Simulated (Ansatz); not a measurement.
# Run report: SnH$_{4}$Se$_{2}$, single-point calculation

System: SnH$_{4}$Se$_{2}$, SMILES [SeH][SnH2][SeH].
Method: RKS PBE0-D4/def2-TZVPP (Ansatz 0.2.0).

The geometry comes from this level: PBE0-D4/def2-TZVP.

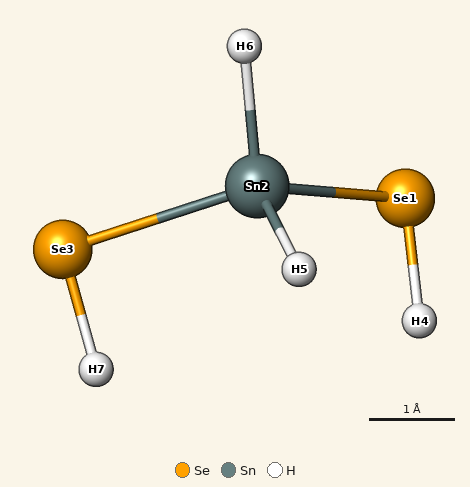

*The structure (ball-and-stick view, seen at a tilt; atoms are numbered from 1 in the order of the input). Sticks mark near contacts.*

**The input**
```yaml
crystal:
  periodic: [false, false, false]
  atoms:
    - {symbol: Se, position_ang: [-2.141588, -0.493210, -0.579724]}
    - {symbol: Sn, position_ang: [-0.085798, 0.460465, 0.546598]}
    - {symbol: Se, position_ang: [1.780143, -1.232778, 0.781984]}
    - {symbol: H, position_ang: [-1.539957, -0.331154, -1.909724]}
    - {symbol: H, position_ang: [0.475914, 1.779170, -0.374673]}
    - {symbol: H, position_ang: [-0.551348, 0.868115, 2.131114]}
    - {symbol: H, position_ang: [2.123934, -1.118708, -0.641377]}
basis:
  gaussian: {orbitals: def2-TZVPP}
hamiltonian: {xc: pbe0, dispersion: d4}
output: {orbitals: {seedname: orbitals}}
```

Run on 4 threads of Arm Neoverse V2, 23 GiB of memory available, shared host.

Launch command:
```bash
ansatz run in.yaml --threads 4 --pin off --events-out ev --progress --plain --max-ram 10444MiB
```

**Output**
```
Functional definition: PBE0
  name "PBE0"
  cite "Adamo & Barone, J. Chem. Phys. 110, 6158 (1999) doi:10.1063/1.478522"
  cite "Perdew, Burke & Ernzerhof, Phys. Rev. Lett. 77, 3865 (1996) doi:10.1103/PhysRevLett.77.3865"
  parent pbe
  parameter a = 0.25
  parameter kappa = 0.804
  parameter beta = 0.06672455060314922
  exchange = (1 - a)*pbe_x(kappa = kappa, mu = beta*pi^2/3) + a*exact_x
  correlation = pbe_c(beta = beta)
1521 factors; their error is unknown
mean field evaluation 1: about -136580.5062 eV, gradient 1.6e1 eV
mean field evaluation 2: about -136580.7137 eV, gradient 1.3e1 eV
mean field evaluation 4: about -136581.0977 eV, gradient 4.1e-1 eV
mean field evaluation 8: about -136582.0002 eV, gradient 5.9e-1 eV
mean field evaluation 16: about -136582.0005 eV, gradient 7.8e-5 eV
mean field -136582.00049613 eV, -5019.2959396278 hartree, gradient 7.8e-5 eV, S^2 0.000000; 0 other end points of the search recorded, 0 dependent functions left out
reference -136582.00052835 eV, -5019.2959408118 hartree; 47, 47 occupied and 155, 155 virtual orbitals, 1521 factors
Total energy: -136582.16633052 eV, -5019.3020339293 hartree
```

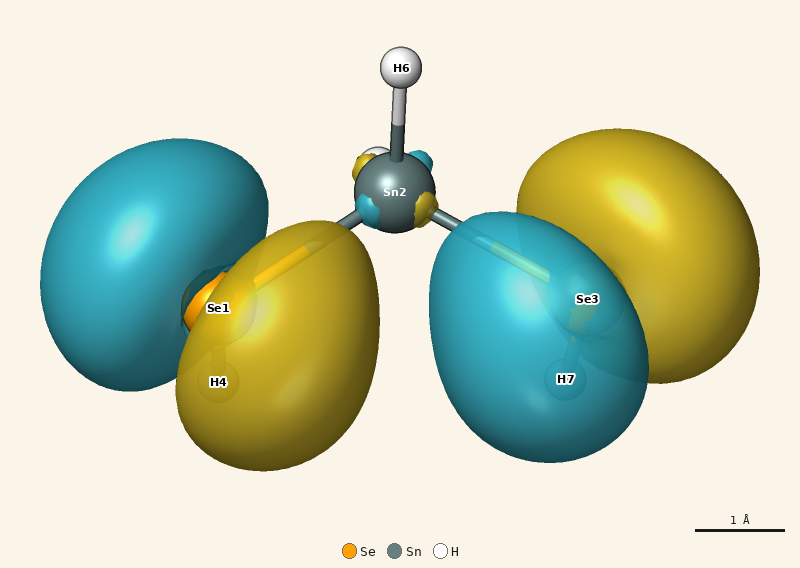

*The HOMO at ±0.06 Å⁻³ᐟ² (yellow and cyan are the two phases), seen at an oblique angle.*

It lies mainly on Se3 (45 %) and Se1 (45 %). Its energy is −6.95 eV.

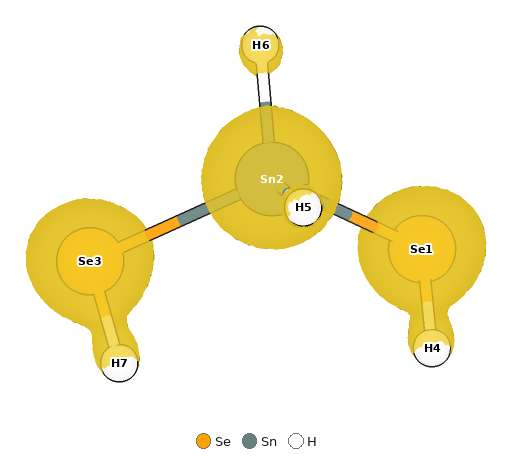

*Isosurface of the total electron density at 1 e/Å³ (yellow), seen at a tilt.*

At this value the surface falls into five separate pieces. It is pinched off along the Sn–Se (2.53 Å) and Sn–H (1.70 Å) contacts. On the grid the lowest density along these lines, outside the cores, is 0.52 e/Å³ (Sn–Se, 2.53 Å), 1.2 e/Å³ (Se–H, 1.47 Å) and 0.78 e/Å³ (Sn–H, 1.70 Å).

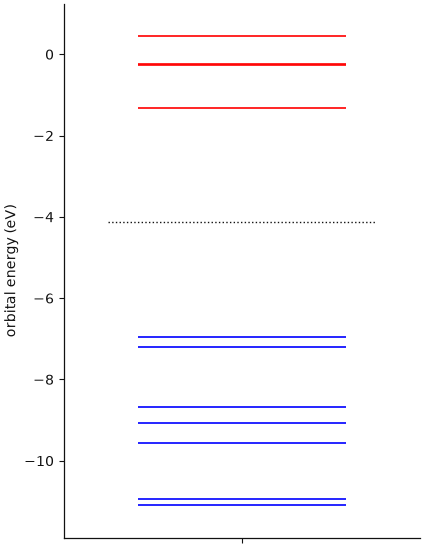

*Orbital energies near the frontier; the dotted line parts filled from empty levels, and levels within 0.02 eV of each other stand side by side.*

Highest filled −6.95 eV, lowest empty −1.32 eV, 5.63 eV apart.

**Results in brief**

| quantity | value |
| --- | --- |
| outcome | converged |
| total energy | −136582.1663 eV |
| mean-field energy | −136582.0005 eV |
| dispersion energy | −0.1658 eV |
| SCF solution under orbital rotations | stable |
| HOMO | −6.95 eV |
| LUMO | −1.32 eV |
| wall time | 2.5 s (CPU time 9.1 s) |
| peak memory | 0.72 GiB |
